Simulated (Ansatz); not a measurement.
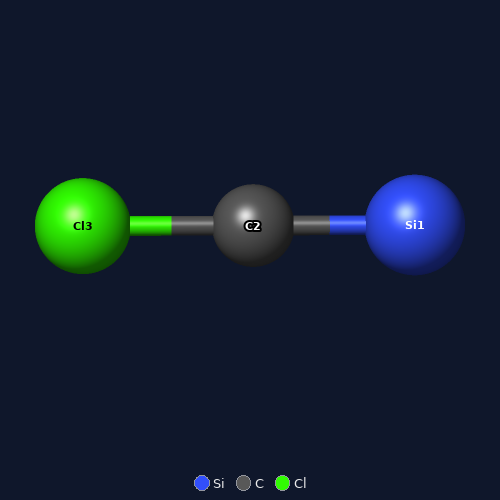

The system is CClSi, SMILES [Si-]#CCl, charge −1; the picture shows the reference structure. First axis: bond length Si1–C2. Second axis: bond length C2–Cl3. Nothing is relaxed (all other coordinates rigid). The scan uses a 15 × 15 grid. Energies are in kcal/mol, from the relaxed molecule at the same level. Computed with RKS CAM-B3LYP-D4/def2-SVPD (Ansatz).

Its coordinates:

```xyz
3

Si    1.2610    0.8714    0.7882
C     0.0656    0.0449    0.0410
Cl   -1.1944   -0.8263   -0.7467
```

Range: bond length Si1–C2 from 1.438 to 2.043 Å; bond length C2–Cl3 from 1.516 to 2.153 Å.

Q: Predict the map.

A: The lowest grid point is at bond length Si1–C2 = 1.654 Å, bond length C2–Cl3 = 1.743 Å, 0.31 kcal/mol from the relaxed molecule at the same level. It is the only kind of minimum in the scanned range. The highest grid point, bond length Si1–C2 = 2.043 Å, bond length C2–Cl3 = 2.153 Å, lies 66.1 kcal/mol above the lowest. Round the minimum the two coordinates are nearly uncoupled.

```tsv
bond length C2–Cl3 ↓, bond length Si1–C2 →	1.438	1.481	1.524	1.568	1.611	1.654	1.697	1.740	1.784	1.827	1.870	1.913	1.956	1.999	2.043
2.153	49.5	37.9	30.0	25.2	23.0	22.9	24.5	27.4	31.4	36.2	41.5	47.4	53.5	59.8	66.4
2.108	46.3	34.7	26.8	22.0	19.8	19.8	21.3	24.2	28.3	33.1	38.5	44.4	50.6	57.0	63.6
2.062	43.1	31.5	23.6	18.8	16.6	16.5	18.1	21.1	25.2	30.0	35.5	41.4	47.6	54.0	60.7
2.017	40.0	28.4	20.5	15.6	13.5	13.4	15.0	18.0	22.1	27.0	32.5	38.5	44.7	51.2	58.0
1.971	37.0	25.3	17.4	12.6	10.4	10.4	12.0	15.0	19.2	24.1	29.6	35.6	41.9	48.4	55.2
1.925	34.2	22.5	14.6	9.7	7.6	7.5	9.2	12.2	16.4	21.3	26.9	32.9	39.3	45.8	52.7
1.880	31.8	20.0	12.1	7.2	5.0	5.0	6.6	9.7	13.9	18.8	24.4	30.5	36.9	43.5	50.4
1.834	29.7	17.9	9.9	5.0	2.9	2.8	4.5	7.5	11.7	16.7	22.3	28.4	34.9	41.5	48.4
1.789	28.3	16.4	8.4	3.4	1.3	1.2	2.9	5.9	10.1	15.2	20.8	26.9	33.4	40.0	47.0
1.743	27.5	15.6	7.6	2.6	0.4	0.3	2.0	5.0	9.2	14.2	19.9	26.0	32.5	39.2	46.2
1.698	27.8	15.8	7.7	2.7	0.5	0.3	2.0	5.0	9.2	14.2	19.9	26.0	32.5	39.2	46.2
1.652	29.3	17.3	9.1	4.0	1.8	1.6	3.2	6.2	10.4	15.4	21.0	27.2	33.7	40.4	47.4
1.607	32.4	20.3	12.0	6.9	4.6	4.4	5.9	8.9	13.1	18.0	23.6	29.7	36.2	42.9	49.9
1.561	37.6	25.4	17.0	11.8	9.4	9.2	10.6	13.5	17.7	22.6	28.2	34.2	40.7	47.3	54.3
1.516	45.2	32.8	24.4	19.1	16.6	16.3	17.7	20.5	24.6	29.4	35.0	41.0	47.4	54.0	60.9
```

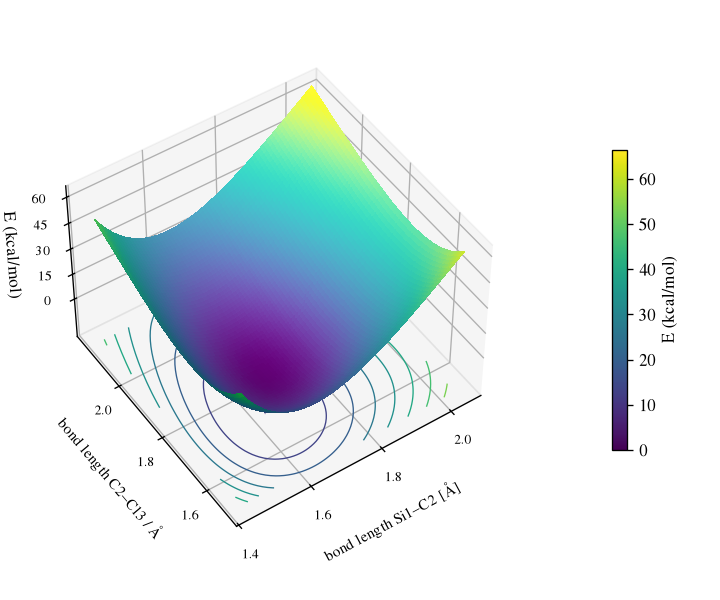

Drawn: a relief with its contours projected below. Between grid points the surface is interpolated.

Each point was launched as `ansatz run input.yaml --threads 1 --pin off --max-ram 2560MiB --backend cpu --events-out ev --progress --plain --runs-dir out`. Time for the 225 points that were run: 7.6 min on 1 thread of Arm Neoverse V2, on a shared host.
